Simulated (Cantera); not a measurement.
Input: 1 mol HMDSO, 0.23 mol NO, held at 0.00430 bar.

Equilibrium computed with Cantera from the NASA thermochemical tables; the gas is ideal and each condensed phase is pure. Candidate condensed phases: C, C6H6, C7H8, C8H18, H2O, Si, SiC, SiO2, Si2N2O, Si3N4; 151 gas species. The feed counts by its element totals alone. Mutual solubility and eutectic melting of coexisting phases are not modelled. The tables hold silica as quartz up to 1696 K and as liquid above; real silica turns to tridymite and cristobalite and melts near 1996 K. Rates play no part.

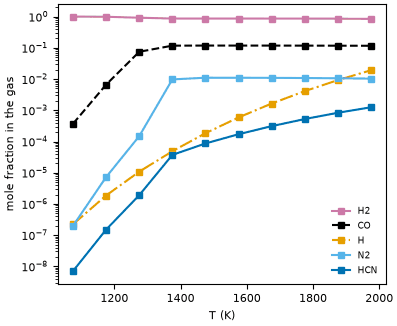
*Equilibrium gas composition (values under 1e-9 drawn at 1e-9)*

From 1075 K to 1275 K the condensed part is C(graphite) + SiC(s) + SiO2(β-quartz) + Si2N2O(s). At 1375 K the condensed part is C(graphite) + SiC(s) + Si2N2O(s). From 1475 K to 1975 K the condensed part is C(graphite) + SiC(s). The main Si-bearing gas is SiO throughout.
